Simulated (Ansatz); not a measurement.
## Electronic structure of C₂H₉B₃ (SMILES BCBCB) in real space

```tsv
atom	x (Å)	y (Å)	z (Å)
C	-0.6165	0.8193	0.0203
C	0.6878	-0.2344	2.2234
B	-0.0294	2.1465	-0.5535
B	0.5721	0.0088	0.6686
B	0.4795	-1.7589	2.4838
H	-0.2556	3.2148	-0.0213
H	0.7030	2.1236	-1.5218
H	-0.8922	0.1938	-0.8639
H	-1.4688	0.9582	0.7124
H	1.4334	-0.4458	-0.0586
H	-0.5376	-2.1739	3.0025
H	1.3189	-2.5610	2.1281
H	0.0216	0.4252	2.8116
H	1.7673	-0.0290	2.4273
```

Geometry: BLYP-D3(BJ)/def2-SVP.

Level of theory: Ansatz 0.2.0, isolated molecule in a Gaussian basis; Kohn-Sham density functional theory, functional PBE0.

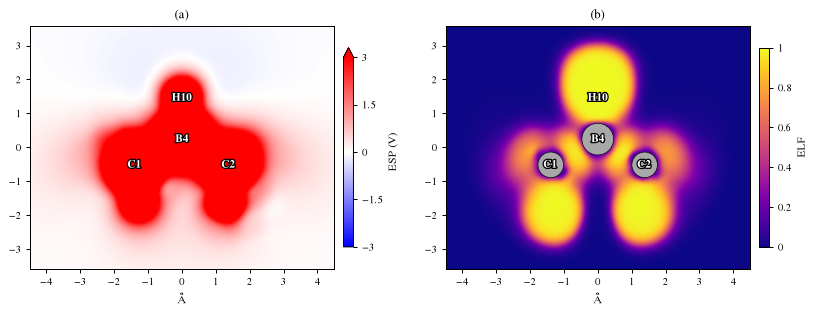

Figure 1. (a) electrostatic potential; (b) ELF on the plane of atoms C1, B4 and C2. Grey discs cover the atomic cores in the ELF map.

**Read the bonding off the picture.**

The section cuts through C, B and H sites.
C–B (1.58 Å): the ELF peaks at about 0.95 between the atoms; localised, covalent bonding.
B–H (1.22 Å): the ELF climbs to about 1 towards the hydrogen, as it does in any bond to H; a covalent bond by its length.
The potential has no marked negative region in this plane.

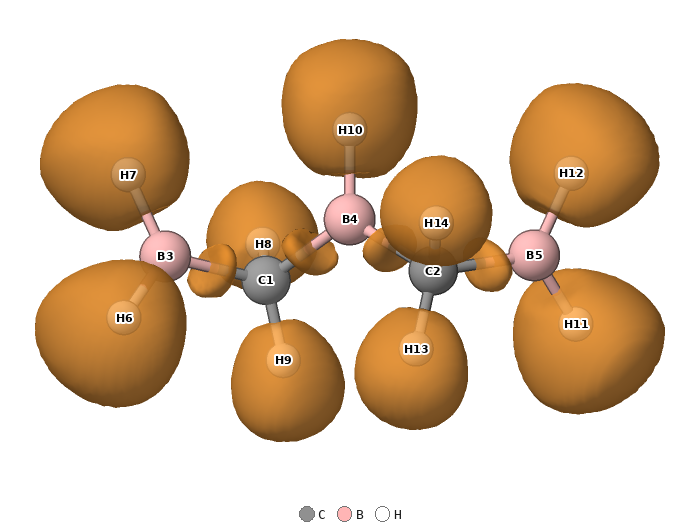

Figure 2. Isosurface of the electron localisation function at 0.9 (orange), seen across its widest extent. Only the valence region is drawn (cores and ρ < 0.01 e/Å³ removed).

**What do the ELF domains correspond to?**

The surface consists of four regions between bonded B–C atoms (shared pairs) and nine regions around hydrogen nuclei. Along the contacts the grid gives the following. C–B (1.56 Å): the ELF peaks at about 0.95 between the atoms: a covalent bond. C–H (1.11 Å): the ELF climbs to about 1 towards the hydrogen (an ordinary covalent bond to hydrogen).

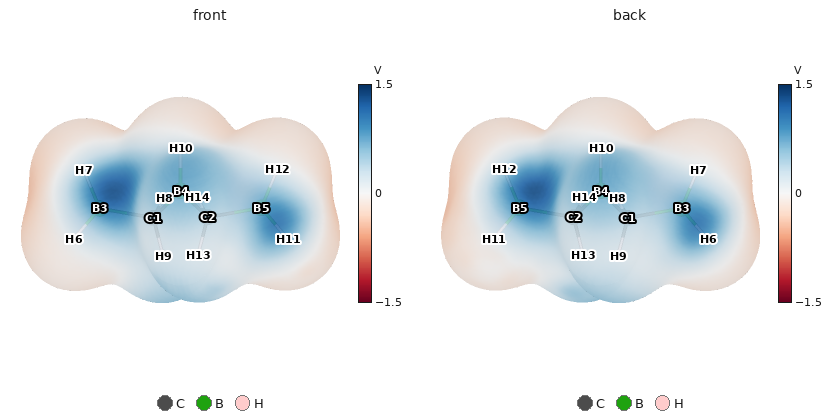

Figure 3. The molecular electrostatic potential painted on the density surface at 0.001 e/bohr³, seen from the front and from behind; the colour scale runs from red (negative) to blue (positive).

**Where is the surface potential most negative and most positive?**

The most negative region (about −0.4 V) lies over H11 and H12, the most positive (about +1.3 V) over B3, B4 and B5.

**How polar is the molecule by this calculation?**

Its dipole moment is 0.44 D.

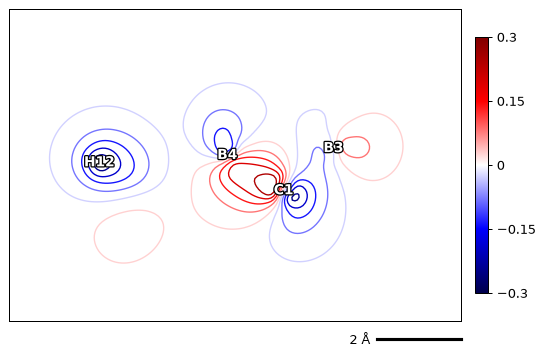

Figure 4. One frontier orbital on the plane of atoms B3, C1 and B4 (values in Å⁻³ᐟ²; the overall sign is arbitrary).

**Which orbital is it: HOMO or LUMO?**

The HOMO, at −8.82 eV. It lies mainly on B4 (about 15 %), H10 (about 10 %), C2 (about 10 %), C1 (about 10 %), B5 (about 10 %) and B3 (about 10 %).
